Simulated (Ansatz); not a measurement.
**The dipole moment down a group: C to Sn**

One atom is swapped for its congeners: C3H4 (propyne) `C#CC`; C2H4Si (ethynylsilane) `C#C[SiH3]`; C2H4Ge `C#[C][GeH3]`; C2H4Sn `C#[C][SnH3]`. All are singlets with charge 0.

Shapes, held fixed at every level: PBE0-D4/def2-TZVP. Programs: Ansatz 0.2.0. Values in D.

```
               level  C3H4  C2H4Si  C2H4Ge  C2H4Sn
   PBE-D4/def2-TZVPP  0.87    0.38    0.06    0.26
r2SCAN-D4/def2-TZVPP  0.88    0.43    0.03    0.24
 B3LYP-D4/def2-TZVPP  0.83    0.39    0.04    0.27
  wB97M-V/def2-TZVPP  0.81    0.43    0.03    0.27
            measured  0.78       –       –       –
```

At wB97M-V/def2-TZVPP the dipole moment isn't monotonic: it is largest for C and smallest for Ge (0.81 and 0.03 D). Every level shows the same order. Measured values: NIST CCCBDB. For atoms past krypton def2 sets carry core potentials with scalar relativity. Relativity is left out for Ge unless named. Magnitudes only: a dipole under 1 D may point either way.

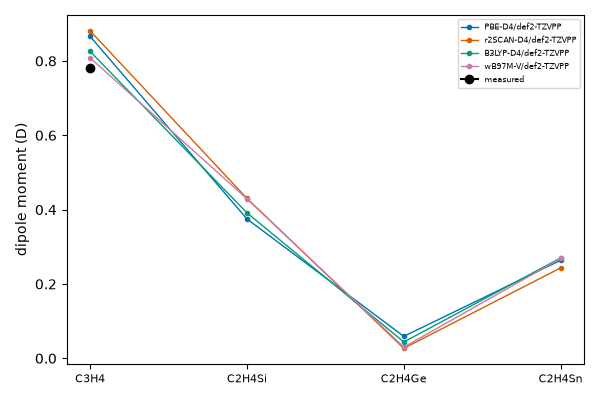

The trend along the series, level by level.
